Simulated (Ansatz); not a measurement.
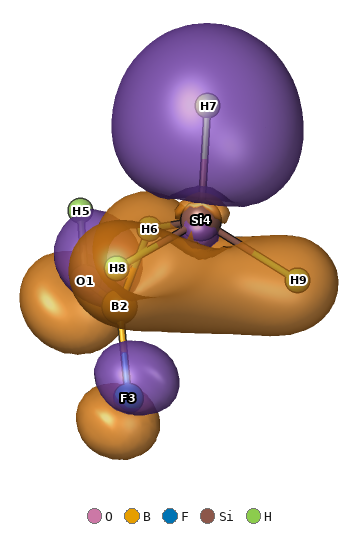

The picture shows: BFH5OSi (charge +1). The HOMO at ±0.1 Å⁻³ᐟ² (orange and purple are the two phases), seen at an oblique angle.

Computed with RKS B3LYP-D4/def2-SVPD in Ansatz 0.2.0.

```
atom    x (Å)    y (Å)    z (Å)
   O   0.8733   1.5802  -0.7968
   B   0.6998   0.5854   0.0242
   F   1.4002   0.2453   1.0623
  Si  -1.0041  -1.5475   0.5223
   H   0.3163   1.7880  -1.5589
   H  -0.3326  -0.1920  -0.2312
   H  -2.0923  -1.6777  -0.4667
   H   0.1331  -2.4811   0.4326
   H  -1.3291  -0.9735   1.8407
```

Describe this orbital and give its energy.

Answer. Its weight (Hirshfeld) is mainly on Si4 (about 35 %), H7 (about 30 %) and O1 (about 10 %). Its energy is −15.87 eV.
